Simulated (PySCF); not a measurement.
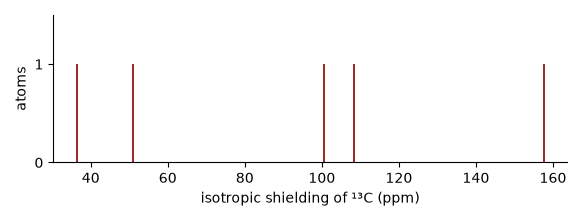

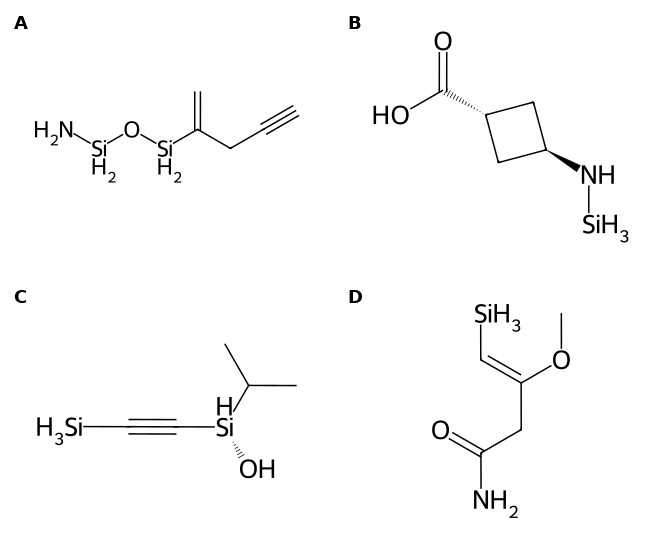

The sticks are computed shieldings of one of the molecules, for one fixed geometry (GFN2-xTB) without averaging over rotations. Low shielding means a high chemical shift. Method: GIAO PBE0/pcSseg-1 NMR shielding, non-relativistic, gas phase (PySCF 2.14.0).

Match the spectrum to a structure.

Answer. A, `C#CCC(=C)[SiH2]O[SiH2]N`. Its 5 C atoms give lines at 36.3, 51.1, 100.6, 108.2, 157.6 ppm.

The geometry is semi-empirical. Around Si such bond lengths and angles can be off by a tenth of an ångström or more and by several degrees, and values that hang on the shape move with them.
